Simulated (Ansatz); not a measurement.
Consider Cl2H3HfNO···HCl.

```
atom    x (Å)    y (Å)    z (Å)
  Hf   0.3280  -0.4830  -0.8429
  Cl  -0.5297   0.2478   3.1608
  Cl   2.3586   0.0934  -1.9086
   N  -0.6028   1.1668  -0.2189
   H  -0.8046   1.3373   0.7692
   H  -0.9341   1.9548  -0.7722
  Cl  -1.0429  -1.6380  -2.3851
   O   0.6166  -1.4920   0.7958
   H   0.9710  -2.3031   1.1709
   H  -0.0205  -0.5669   2.2736
```

Core potentials replace the inner electrons of Hf.

Computed with RKS PBE0/def2-SVP in Ansatz 0.2.0.

Q: What can the converged electron density and electron localisation function tell about the bonding?

A: O8···H10 (1.86 Å): the density falls to about 0.22 e/Å³ on the way; the ELF dips to about 0.15 between them.
Hf–O (1.95 Å): ρ at the midpoint is about 0.83 e/Å³; the ELF peaks at about 0.85 in the valence shell of O, 0.6 Å from its nucleus, and drops to about 0.20 between the two atoms.
Hf–N (1.99 Å): ρ is about 0.89 e/Å³ halfway; the ELF peaks at about 0.90 in the valence shell of N, 0.6 Å from its nucleus, and drops to about 0.25 between the two atoms.
O–H (0.96 Å): the density is about 3.7 e/Å³ at the midpoint; the ELF climbs to about 1 towards the hydrogen, as it does in any bond to H (a covalent bond by its length).

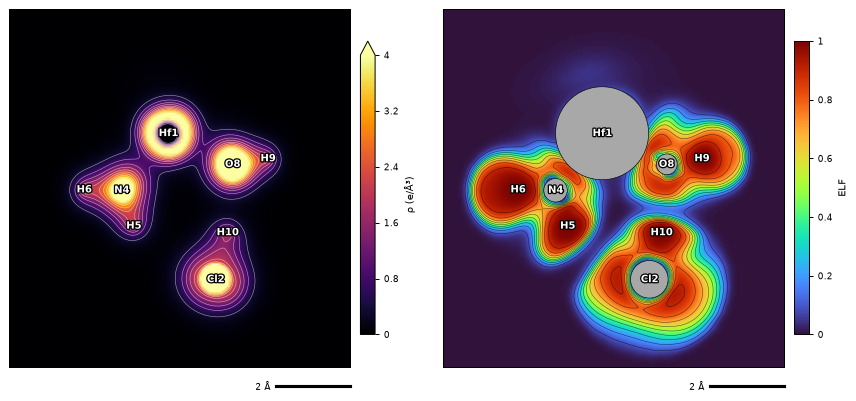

Computed electron density and electron localisation function on the plane of atoms Hf1, N4 and H6, in this order. Grey discs cover the atomic cores in the ELF map. 
